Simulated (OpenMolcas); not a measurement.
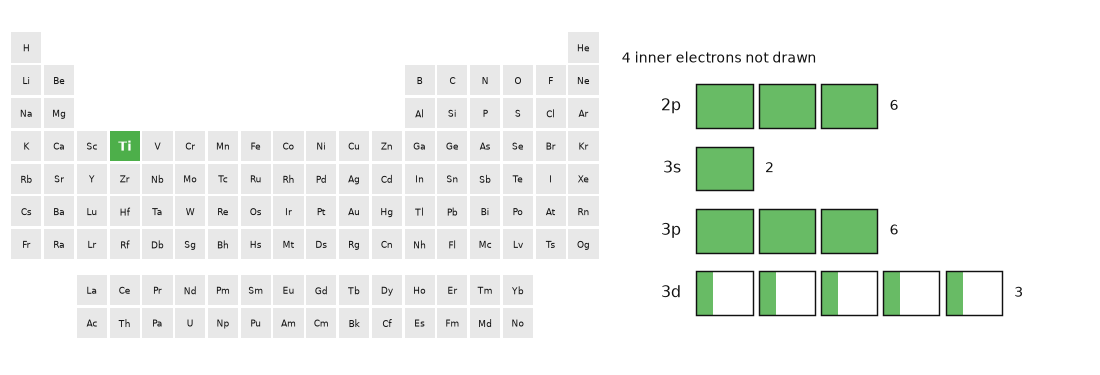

Left, the place of titanium in the periodic table; right, the outer shells of the leading configuration of the lowest level: a box for each of the 2l + 1 orbitals, shaded by the share of the shell that is filled, with the electron count at the right.

# Ti⁺: multiconfigurational calculation (part 1 of 2)

Ti⁺. Computed at this level: state-averaged CASSCF, active space 3 electrons in the shell 3d, basis ANO-RCC-VTZP, DKH2 scalar Hamiltonian, spin-orbit coupling by RASSI with atomic mean-field integrals (OpenMolcas).

### The input
```
&GATEWAY
Coord
1

Ti 0.0 0.0 0.0
Basis=ANO-RCC-VTZP
Group=XYZ
NoMove
AngMom=0.0 0.0 0.0
AMFI
&SEWARD
&RASSCF
FileOrb=start.orb
Symmetry=1
Spin=4
nActEl=3 0 0
Inactive=3 6
Ras2=5 0
CIRoot=10 10 1
SDav=10
CIMx=300
Iter=120 100
PrWF=0.3
OrbListing=Nothing
MaxOrb=0
Atom
>>> COPY $Project.JobIph JOB001
&RASSCF
FileOrb=start.orb
Symmetry=1
Spin=2
nActEl=3 0 0
Inactive=3 6
Ras2=5 0
CIRoot=40 40 1
SDav=40
CIMx=300
Iter=120 100
PrWF=0.3
OrbListing=Nothing
MaxOrb=0
Atom
>>> COPY $Project.JobIph JOB002
&RASSI
NrOfJobIphs=2 10 40
1 2 3 4 5 6 7 8 9 10
1 2 3 4 5 6 7 8 9 10 11 12 13 14 15 16 17 18 19 20 21 22 23 24 25 26 27
28 29 30 31 32 33 34 35 36 37 38 39 40
IphNames
JOB001
JOB002
EJob
SpinOrbit
DIPRint=1.0
SOCoupling=1000.0
Subsets=2
MEES
Property=10
'ANGMOM' 1 'ANGMOM' 2 'ANGMOM' 3 'MLTPL  1' 1 'MLTPL  1' 2 'MLTPL  1' 3
'AMFI' 1 'AMFI' 2 'AMFI' 3 'MLTPL  2' 6
SOProperty=3
'ANGMOM' 1 'ANGMOM' 2 'ANGMOM' 3
```

The file start.orb holds starting orbitals from an earlier step. A driver script formed the levels outside the program, from RASSI's spin-orbit matrix and the active-space energies, averaged over the components of each term or state.

Launched with:
```bash
OMP_NUM_THREADS=1 MOLCAS_MEM=1689 MOLCAS_PROJECT=a pymolcas a.inp > a.log  # once for each step of the input, in one work folder
```

### Log (extracts)
```
--- SEWARD ---
Basis set label: TI.ANO-RCC...6S5P3D2F1G.

      Electronic valence basis set:
      ------------------
      Associated Effective Charge  22.000000 au
      Associated Actual Charge     22.000000 au
      Nuclear Model: Point charge

      Shell  nPrim  nBasis  Cartesian Spherical Contaminant
         s      21       6        X
         p      15       5        X
         d      10       3                 X
         f       6       2                 X
         g       4       1                 X
                  Relativistic Douglas-Kroll-Hess integrals:
                    - DKH order of Hamiltonian: 2
                    - DKH order of Properties : 0
                  Atomic mean-field integrals
--- RASSCF ---
Wave function specifications:
      -----------------------------

      Number of closed shell electrons          18
      Number of electrons in active shells       3
      Max number of holes in RAS1 space          0
      Max nr of electrons in RAS3 space          0
      Number of inactive orbitals                9
      Number of active orbitals                  5
      Number of secondary orbitals              45
      Spin quantum number                      1.5
      State symmetry                             1
Orbital specifications:
      -----------------------

      Symmetry species                           1   2
                                                ag  au
      Frozen orbitals                            0   0
      Inactive orbitals                          3   6
      Active orbitals                            5   0
      RAS1 orbitals                              0   0
      RAS2 orbitals                              5   0
      RAS3 orbitals                              0   0
      Secondary orbitals                        22  23
      Deleted orbitals                           0   0
      Number of basis functions                 30  29
      Number of CSFs                            10
      Number of root(s) required                10
      Iter CI   SX   CI       RASSCF       Energy    max ROT     max BLB   max BLB  Level Ln srch  Step   QN
          iter iter root      energy       change     param      element    value   shift minimum  type update
 Nr of preliminary CI iterations:   1
        1   1    9    0  -852.47839848    0.00E+00   1.25E-01*   5  11 2  1.31E-01*  0.00   0.00    SX    NO
        2   1    9    0  -852.47488524    3.51E-03*  1.44E-01*   4  10 2 -1.14E-01*  0.00   0.00    SX    NO
        3   1   10    0  -852.48132403   -6.44E-03*  1.61E-01*   5  11 2  1.11E-01*  0.00   0.00    SX    NO
        4   1    9    0  -852.46696041    1.44E-02* -1.64E-01*   4  10 2 -1.21E-01*  0.00   0.00    SX    NO
        5   1   10    0  -852.47872126   -1.18E-02*  9.43E-02    4  10 2  1.24E-01*  0.00   0.56    SX   YES
        6   1    9    0  -852.49428217   -1.56E-02* -1.88E-02    4  10 2 -1.28E-02*  0.00   0.78    QN   YES
        7   1    9    0  -852.49588731   -1.61E-03*  1.83E-02    4  10 2 -7.10E-03*  0.00   1.51    SX   YES
        8   1    9    0  -852.49591401   -2.67E-05* -1.71E-02    6  12 2  1.18E-02*  0.00   0.51    SX   YES
        9   1    8    0  -852.49588246    3.15E-05* -1.30E-02    5  11 2 -1.12E-02*  0.00   0.48    SX   YES
       10   1    8    0  -852.49607906   -1.97E-04*  3.92E-03    4  10 2  5.39E-03*  0.00   0.70    QN   YES
       11   1    6    0  -852.49612445   -4.54E-05* -1.63E-04    8  16 1  6.29E-05   0.00   0.97    QN   YES
       12   1    5    0  -852.49612451   -5.67E-08*  1.08E-05    3  12 2  1.17E-05   0.00   1.05    QN   YES
       13   1    5    0  -852.49612451   -1.02E-09   9.11E-07    5  11 2  4.82E-06   0.00   1.08    QN   YES
      Convergence after 13 iterations
       14   1    5    0  -852.49612451   -2.43E-11   9.11E-07    3   9 1 -1.01E-07   0.00   1.08    QN   YES
      Natural orbitals and occupation numbers for root  1
      sym 1:   0.226421   0.773579   0.226421   0.773579   1.000000
      Natural orbitals and occupation numbers for root  2
      sym 1:   0.970576   1.000000   0.029424   0.029424   0.970576
      Natural orbitals and occupation numbers for root  3
      sym 1:   0.844079   1.000000   0.155921   0.844079   0.155921
::    RASSCF root number  1 Total energy:   -852.51149907
::    RASSCF root number  2 Total energy:   -852.51149907
::    RASSCF root number  3 Total energy:   -852.51149907
::    RASSCF root number  4 Total energy:   -852.51149907
::    RASSCF root number  5 Total energy:   -852.51149907
::    RASSCF root number  6 Total energy:   -852.51149907
::    RASSCF root number  7 Total energy:   -852.51149907
::    RASSCF root number  8 Total energy:   -852.46025053
::    RASSCF root number  9 Total energy:   -852.46025053
::    RASSCF root number 10 Total energy:   -852.46025053
--- RASSCF ---
Wave function specifications:
      -----------------------------

      Number of closed shell electrons          18
      Number of electrons in active shells       3
      Max number of holes in RAS1 space          0
      Max nr of electrons in RAS3 space          0
      Number of inactive orbitals                9
      Number of active orbitals                  5
      Number of secondary orbitals              45
      Spin quantum number                      0.5
      State symmetry                             1
Orbital specifications:
      -----------------------

      Symmetry species                           1   2
                                                ag  au
      Frozen orbitals                            0   0
      Inactive orbitals                          3   6
      Active orbitals                            5   0
      RAS1 orbitals                              0   0
      RAS2 orbitals                              5   0
      RAS3 orbitals                              0   0
      Secondary orbitals                        22  23
      Deleted orbitals                           0   0
      Number of basis functions                 30  29
      Number of CSFs                            40
      Number of root(s) required                40
      Iter CI   SX   CI       RASSCF       Energy    max ROT     max BLB   max BLB  Level Ln srch  Step   QN
          iter iter root      energy       change     param      element    value   shift minimum  type update
 Nr of preliminary CI iterations:   1
        1   1    4    0  -852.42270124    0.00E+00   4.35E-02    5  13 1 -9.31E-03*  0.00   0.00    SX    NO
        2   1    9    0  -852.42267703    2.42E-05* -4.01E-02    5  12 2 -2.84E-02*  0.00   0.00    SX    NO
        3   1    9    0  -852.42243087    2.46E-04* -4.84E-02    5  12 2  3.12E-02*  0.00   0.00    SX    NO
        4   1    9    0  -852.42149085    9.40E-04* -5.49E-02    5  12 2 -3.81E-02*  0.00   0.00    SX    NO
        5   1    9    0  -852.42115764    3.33E-04* -3.69E-02    5  12 2  4.36E-02*  0.00   0.48    SX   YES
        6   1    8    0  -852.42377336   -2.62E-03*  7.50E-03    5  12 2 -1.02E-02*  0.00   0.78    QN   YES
        7   1    8    0  -852.42401277   -2.39E-04*  1.55E-03    5  12 2 -1.28E-03*  0.00   1.18    QN   YES
        8   1    7    0  -852.42401879   -6.03E-06*  4.37E-05    5  12 2  7.65E-05   0.00   0.97    QN   YES
        9   1    6    0  -852.42401881   -1.56E-08* -5.28E-06    5  12 2  1.97E-05   0.00   1.09    QN   YES
       10   1    4    0  -852.42401881   -5.08E-10   1.40E-06    1  10 2  1.18E-06   0.00   1.04    QN   YES
      Convergence after 10 iterations
       11   1    4    0  -852.42401881   -6.48E-12   1.40E-06    1  10 2 -1.68E-07   0.00   1.04    QN   YES
      Natural orbitals and occupation numbers for root  1
      sym 1:   0.460898   0.623851   0.535458   0.702186   0.677607
      Natural orbitals and occupation numbers for root  2
      sym 1:   0.700126   0.593052   0.690946   0.546058   0.469818
      Natural orbitals and occupation numbers for root  3
      sym 1:   0.462637   0.518487   0.700054   0.684941   0.633881
::    RASSCF root number  1 Total energy:   -852.46054809
::    RASSCF root number  2 Total energy:   -852.46054809
::    RASSCF root number  3 Total energy:   -852.46054809
::    RASSCF root number  4 Total energy:   -852.46054809
::    RASSCF root number  5 Total energy:   -852.46054809
::    RASSCF root number  6 Total energy:   -852.46054809
::    RASSCF root number  7 Total energy:   -852.46054809
::    RASSCF root number  8 Total energy:   -852.46054809
::    RASSCF root number  9 Total energy:   -852.46054809
::    RASSCF root number 10 Total energy:   -852.44403856
::    RASSCF root number 11 Total energy:   -852.44403856
::    RASSCF root number 12 Total energy:   -852.44403856
::    RASSCF root number 13 Total energy:   -852.44403856
::    RASSCF root number 14 Total energy:   -852.44403856
::    RASSCF root number 15 Total energy:   -852.44403856
::    RASSCF root number 16 Total energy:   -852.44403856
::    RASSCF root number 17 Total energy:   -852.44403856
::    RASSCF root number 18 Total energy:   -852.44403856
::    RASSCF root number 19 Total energy:   -852.44403856
::    RASSCF root number 20 Total energy:   -852.44403856
::    RASSCF root number 21 Total energy:   -852.44403856
::    RASSCF root number 22 Total energy:   -852.44403856
::    RASSCF root number 23 Total energy:   -852.44403856
::    RASSCF root number 24 Total energy:   -852.43848769
::    RASSCF root number 25 Total energy:   -852.43848769
::    RASSCF root number 26 Total energy:   -852.43848769
::    RASSCF root number 27 Total energy:   -852.43848769
::    RASSCF root number 28 Total energy:   -852.43848769
::    RASSCF root number 29 Total energy:   -852.39450997
::    RASSCF root number 30 Total energy:   -852.39450997
```

(Continued in part 2.) Outcome of the run: converged.
